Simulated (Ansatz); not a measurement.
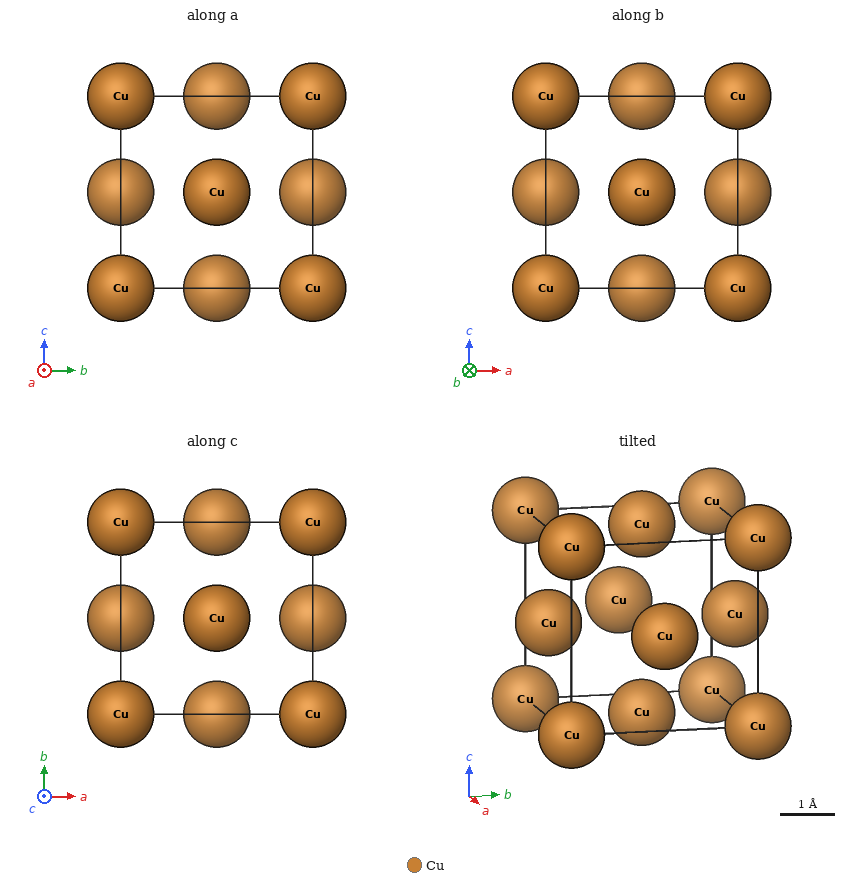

The image is a spheres-only drawing of a crystal, viewed along the a axis, along the b axis, along the c axis and slightly off an axis. The parallelepiped is the conventional unit cell.

Lattice parameters: a = 3.610 Å, b = 3.610 Å, c = 3.610 Å, α = 90.00°, β = 90.00°, γ = 90.00°. Put a along x and b in the xy plane.

Express the structure as a POSCAR file.

Answer.
```
Cu
1.0
     3.610    0.000    0.000
     0.000    3.610    0.000
     0.000    0.000    3.610
Cu
4
Direct
  0.0000 0.0000 0.0000
  0.0000 0.5000 0.5000
  0.5000 0.0000 0.5000
  0.5000 0.5000 0.0000
```

The structure was taken from the standard structure of this element. Earlier steps of the study may have refined or changed the cell and positions. A calculation with Ansatz used it as input.
